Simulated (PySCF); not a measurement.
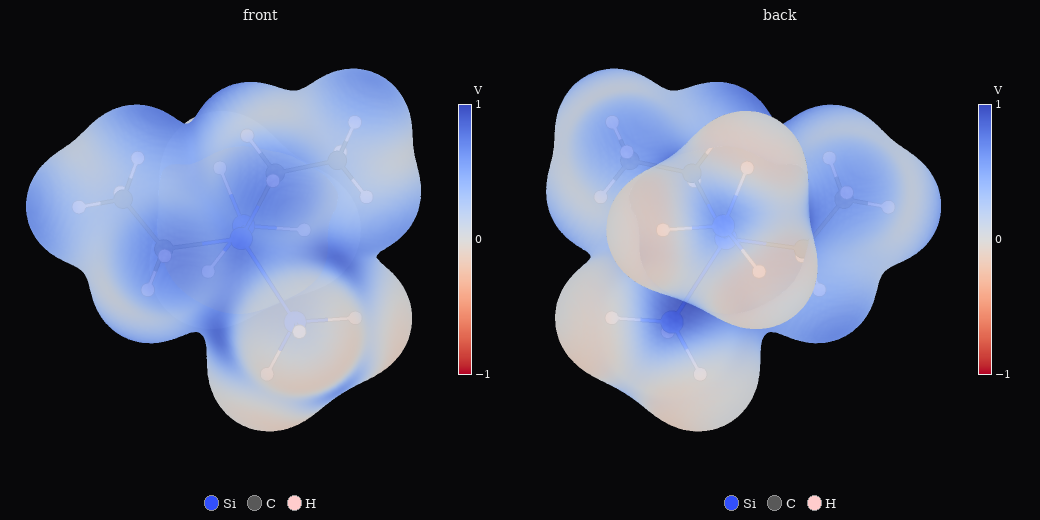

The picture shows: C$_{4}$H$_{16}$Si$_{3}$ (SiEt2(SiH3)2). The electrostatic potential painted on the density surface at 0.002 e/bohr³, seen from the front and from behind; red is negative and blue positive.

Geometry: PBE0-D3(BJ)/def2-SVP.

The calculation used PySCF, PBE0/pcSseg-1, SCF density, gas phase, non-relativistic.

```xyz
23

Si   -0.0074    0.2121   -0.2610
C    -0.1530    0.2604    1.6321
C    -1.5832    0.2560    2.1614
H     0.3870    1.1591    1.9798
H     0.4078   -0.6027    2.0315
H    -1.6111    0.2803    3.2622
H    -2.1546    1.1257    1.7996
H    -2.1328   -0.6438    1.8408
C     1.8137    0.1786   -0.7975
C     2.5836   -1.0560   -0.3374
H     2.2879    1.0986   -0.4116
H     1.8414    0.2648   -1.8973
H     3.6354   -1.0246   -0.6635
H     2.5864   -1.1508    0.7599
H     2.1433   -1.9819   -0.7414
Si   -1.0600    2.0924   -1.1940
H    -0.4746    3.3624   -0.6532
H    -2.5279    2.0993   -0.8989
H    -0.8898    2.1016   -2.6821
Si   -1.1189   -1.6866   -1.0922
H    -0.6965   -2.9306   -0.3699
H    -0.8171   -1.8715   -2.5477
H    -2.6023   -1.5530   -0.9415
```

### Which sites attract a positive test charge, and which a negative one?

A positive charge is drawn to the negative regions and a negative charge to the positive ones. The most negative region (about −0.1 V) lies over the H atoms, the most positive (about +0.9 V, or +21 kcal/mol for a unit charge) over Si16 and Si20.
